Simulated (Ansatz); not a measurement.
# GaN, carrier doping

Consider GaN in the wurtzite structure (space group P6_3mc, No. 186; a = 3.1826 Å, c = 5.1855 Å).

Carriers are added at fixed cell with a uniform background; the Fermi–Dirac width is that of 300 K.

The values are results of PBEsol (Ansatz, a quantum-chemistry and plane-wave program; PAW; 420 eV plane waves; spin-orbit coupling left out), not measurements.

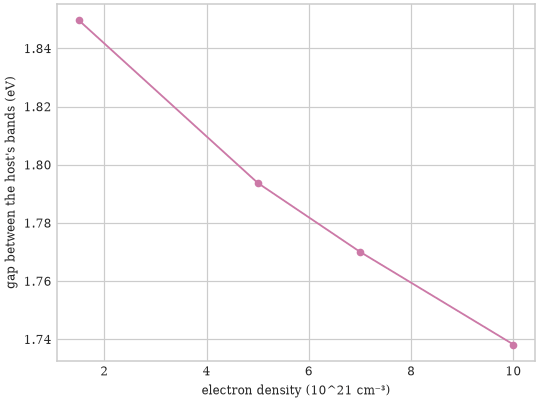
Figure. Gap between the host's bands against electron density

**Question.** From the plot, what is the gap between the host's bands for electrons 1.0×10^22 cm⁻³?

**Answer.** About 1.74 eV.

**Question.** Is the trend monotonic over the range shown?

**Answer.** Yes, it falls throughout, spanning 1.74 eV to 1.85 eV.

Carriers are added with a uniform compensating background; total energy and stress of such cells depend on the potential's zero and are not compared; many-body gap narrowing is missing at this level. Whether these cells are dynamically stable was not tested.
